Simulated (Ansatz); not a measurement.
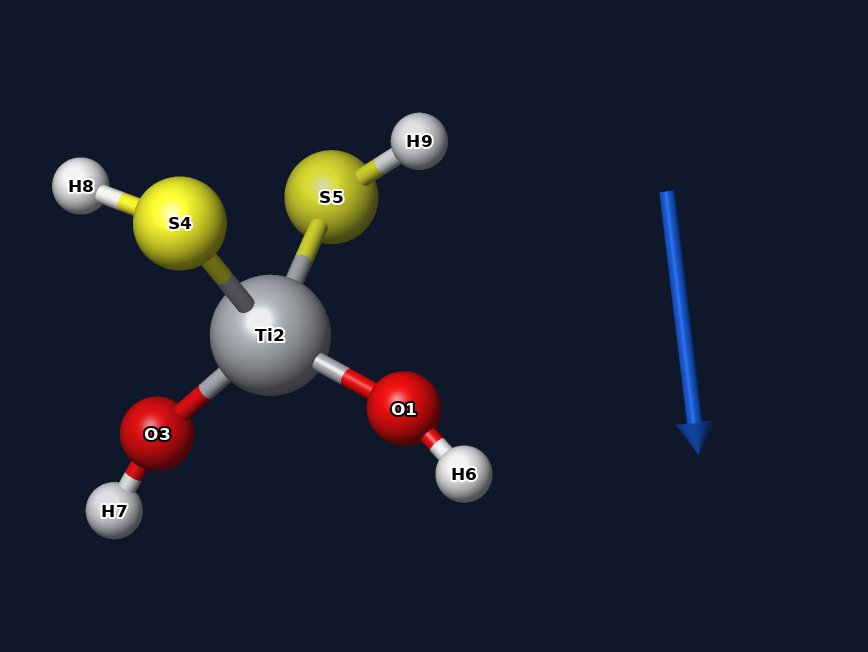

The arrow beside the molecule shows the direction of the dipole moment, from the negative to the positive end (its length means nothing). The species is neutral and a spin singlet. Computed geometry: PBE0-D4/def2-TZVP optimisation. No frequency run is at hand to confirm it as a minimum. Level of theory: RKS PBE-D4/def2-TZVPP (Ansatz 0.2.0).

> Estimate the dipole moment.

3.27 D; it points from the side of H8, H9 to the side of H6, H7 (the outermost atoms at the two ends).
